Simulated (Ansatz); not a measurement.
The starting structures come from a database of crystals and need not be the phases stable at ambient conditions.

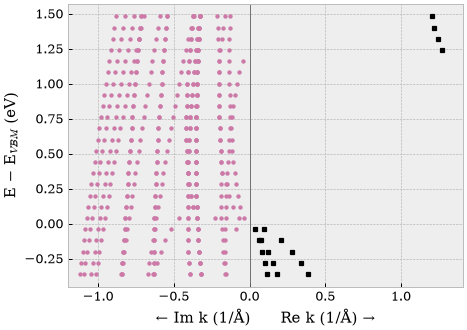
Complex bands at the centre of the two-dimensional zone; r2SCAN in Ansatz (a program for electronic structure)

The gap is the functional's own. No spin-orbit coupling. Mid-gap values are interpolated on the energy grid.

### Question
This is Ba(MgSb)2 (P-3m1, not sure to be the ambient phase, 5 atoms a cell, 32.7 Å³ an atom) along the normal of (110). Read off the slowest decay at the centre of the two-dimensional zone at 0.60 eV, the computed energy nearest the middle of the gap.

### Answer
κ ≈ 0.12 1/Å, a decay length 1/(2κ) of the density of 4.2 Å.
